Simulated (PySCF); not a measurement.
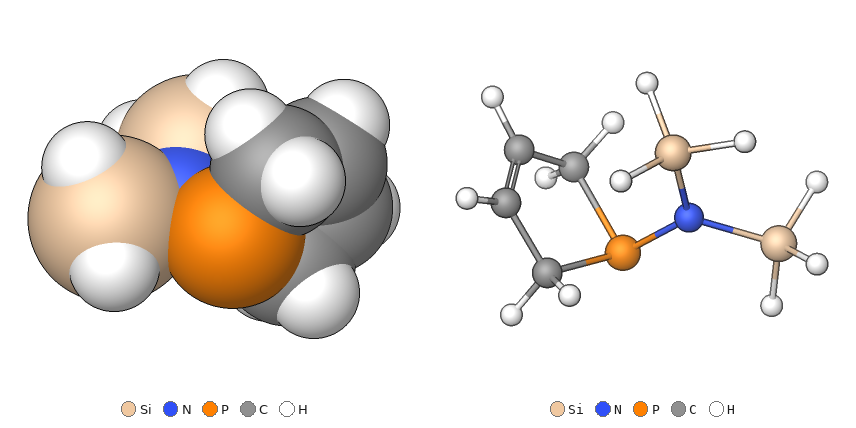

Both panels show the same species.

The geometry was computed by an optimisation with GFN2-xTB. No frequency run is at hand to confirm it as a minimum.

Identify the structure.

It has 20 atoms: 4 carbon, 12 hydrogen, 1 nitrogen, 1 phosphorus and 2 silicon (C4H12NPSi2). SMILES: `[SiH3]N([SiH3])P1CC=CC1`. Independent rings (smallest set): 1 of 5 members. Among its groups: alkene, Si–H bond, Si–N bond. Coordination: 2 Si tetrahedral; 1 N trigonal planar; 1 P trigonal pyramidal; 2 C tetrahedral; 2 C trigonal planar.

The parts below concern this one geometry. Atoms keep their numbers from picture to picture.

### Electronic properties

No frequency run is at hand to confirm it as a minimum. Level of theory: PBE0/pcSseg-1, gas phase (PySCF 2.14.0).

> Give the LUMO energy (Kohn–Sham orbital) at this level.

0.20 eV.

> Give the HOMO energy (Kohn–Sham orbital) at this level.

−6.75 eV.

> Estimate the dipole moment.

1.11 D.

### NMR shielding

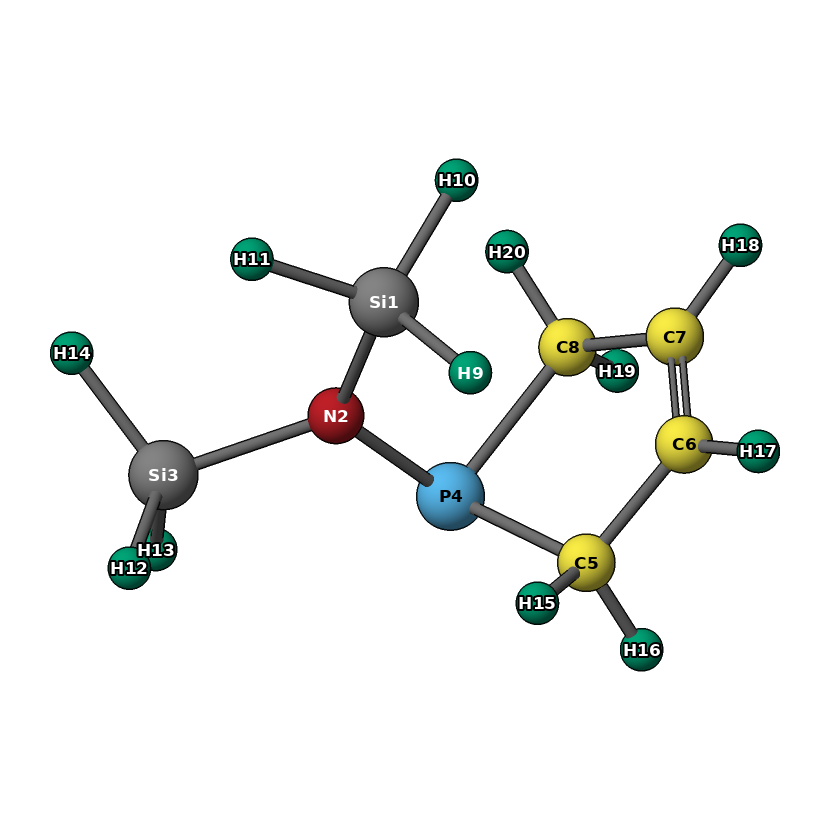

The questions are on isotropic NMR shieldings of the Si atoms. No frequency run is at hand to confirm it as a minimum. Level of theory: GIAO PBE0/pcSseg-1 NMR shielding, non-relativistic, gas phase (PySCF 2.14.0).

List the isotropic NMR shieldings of the Si atoms.

```
atom  σ (ppm)
 Si1    411.7
 Si3    384.2
```

### Ring current

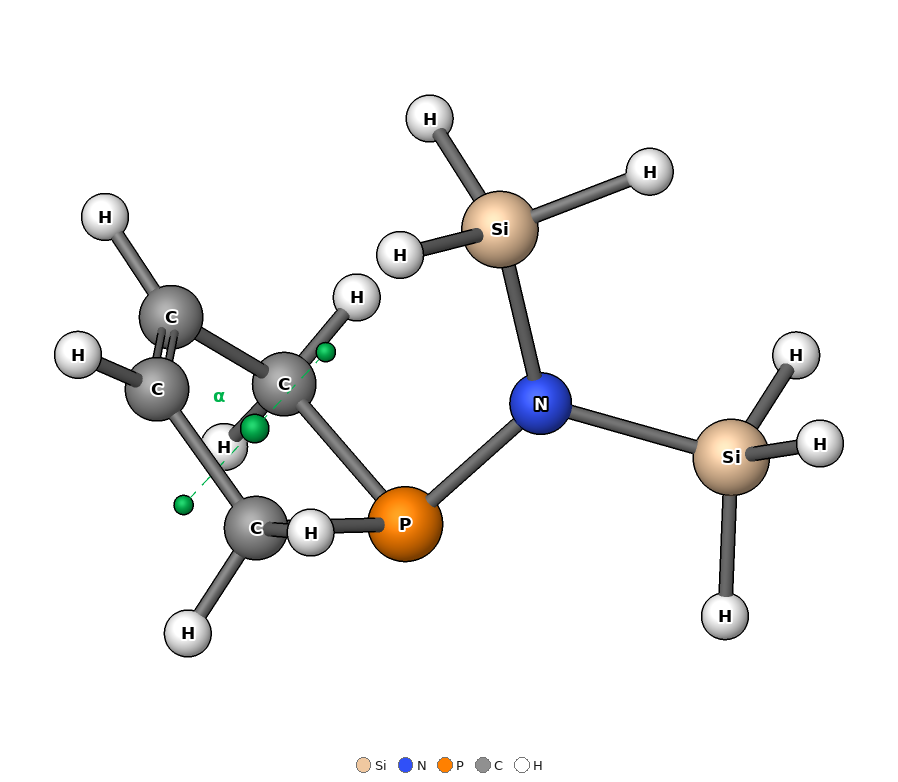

The small points mark where nucleus-independent chemical shifts (NICS) were computed: at the centre of each lettered ring and 1 Å above and below it. No frequency run is at hand to confirm it as a minimum. Method: GIAO PBE0/pcSseg-1 NMR shielding, non-relativistic, gas phase (PySCF 2.14.0).

Give NICS(0), NICS(1) and the out-of-plane component NICS(1)zz for each ring (means of the two sides).

```json
{"ring": "α", "members": "C4P", "NICS(0)": "−3.5", "NICS(1)": "−4.3", "NICS(1)zz": "−7.8"}
```

Values in ppm.

### Quadrupole coupling

No frequency run is at hand to confirm it as a minimum. Electric field gradients from the ground-state density, PBE0/pcSseg-1 (PySCF 2.14.0), non-relativistic apart from any core potentials.

Give the largest field-gradient component, the quadrupole coupling constant and the asymmetry for 14N at N2 (Q = 20.44 mb), 2H at H9 (Q = 2.86 mb), 2H at H10 (Q = 2.86 mb).

```json
{"atom": "N2", "V_zz (a.u.)": "−0.677", "e²qQ/h (MHz)": "−3.25", "η": "0.42"}
{"atom": "H9", "V_zz (a.u.)": "0.161", "e²qQ/h (MHz)": "0.108", "η": "0.04"}
{"atom": "H10", "V_zz (a.u.)": "0.163", "e²qQ/h (MHz)": "0.110", "η": "0.05"}
```

The geometry is semi-empirical. Around P, Si such bond lengths and angles can be off by a tenth of an ångström or more and by several degrees, and values that hang on the shape move with them.
